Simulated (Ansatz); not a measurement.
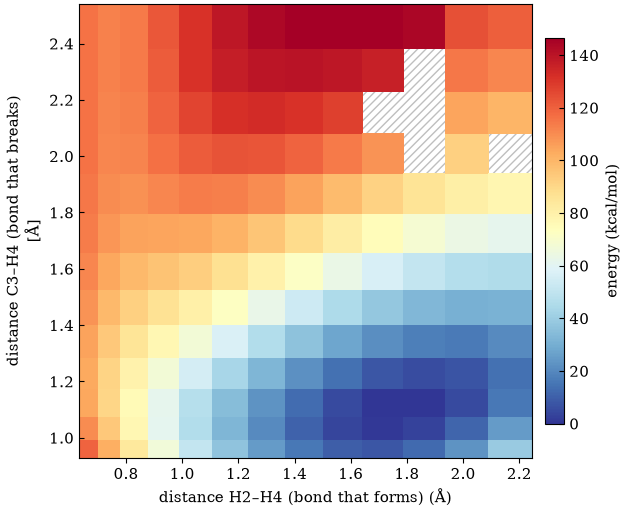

Energy landscape of the reacting system CH₄ClIn (fragments ClIn + CH₄ where the first distance is long, ClIn + H₂ + CH₂ where the second is long). The first coordinate is: distance H2–H4 (bond that forms); the second: distance C3–H4 (bond that breaks). Relaxed at each point: all other coordinates. The scan uses a 13 × 13 grid. At 5 points there is no value. Points are written as (first, second). All energies are given in kcal/mol relative to the lowest grid point. Energies and slopes of some neighbouring points disagree (a jump in structure or state, or too coarse a mesh). The reference is spin-restricted, so regions where a bond is pulled apart into radicals lie too high. The calculation used RHF/def2-SVP in Ansatz 0.2.0.

The picture shows one coloured cell a grid point, hatched blanks where no value was computed. 

> Where are the lowest and the highest points?

The lowest grid point is at (1.860 Å, 1.123 Å). The highest grid point, (1.570 Å, 2.463 Å), lies 146 kcal/mol above the lowest.

The whole map (164 points run) took 44 min on 1 thread of Arm Neoverse V1, on a shared host.
